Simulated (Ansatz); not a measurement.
CrCuO$_{2}$ (delafossite type, space group R-3m)

```xyz
4
Lattice="1.5064 0.8697 5.7039 -1.5064 0.8697 5.7039 0.0000 -1.7394 5.7039" Properties=species:S:1:pos:R:3 pbc="T T T"
Cu     0.0000     0.0000     0.0000
Cr     0.0000     0.0000     8.5559
O      0.0000     0.0000     1.8556
O      0.0000     0.0000    15.2562
```

The volume is varied about the relaxed value V₀ at fixed cell shape. The atoms relax within the cell's symmetry.

These are PBE (plane waves to 420 eV, PAW, scalar-relativistic; Ansatz, a first-principles code) values and carry that method's errors. k mesh 13×13×13 (Γ-centred), Fermi-Dirac smearing 0.05 eV. The energy includes the smearing's −TS. With the shape held, the modulus is that of even scaling; a crystal free to change shape is softer. CrCuO2 is run spin-polarised and with no Hubbard U. CrCuO2 was relaxed with its symmetry unable to fall. Relaxed CrCuO2 ends ferromagnetic. The magnetic order is the one the run started from; other orders were not tried. The zero of ΔE is the relaxed starting cell.

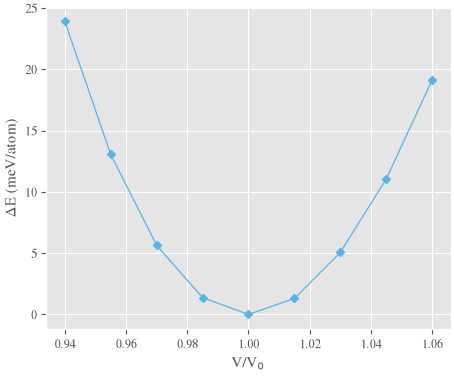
*ΔE (meV/atom) against V/V₀; markers are the computed points, lines only join them.*

### Question
What is ΔE at V/V₀ = 1.060?

### Answer
About 19 meV/atom.

### Question
What is ΔE at V/V₀ = 0.940?

### Answer
About 24 meV/atom.

### Question
What bulk modulus at fixed cell shape B₀ follows from a third-order Birch-Murnaghan fit?

### Answer
About 170 GPa.

(Under strain, the slope of the energy per volume gives the stress and its curvature an elastic modulus.)
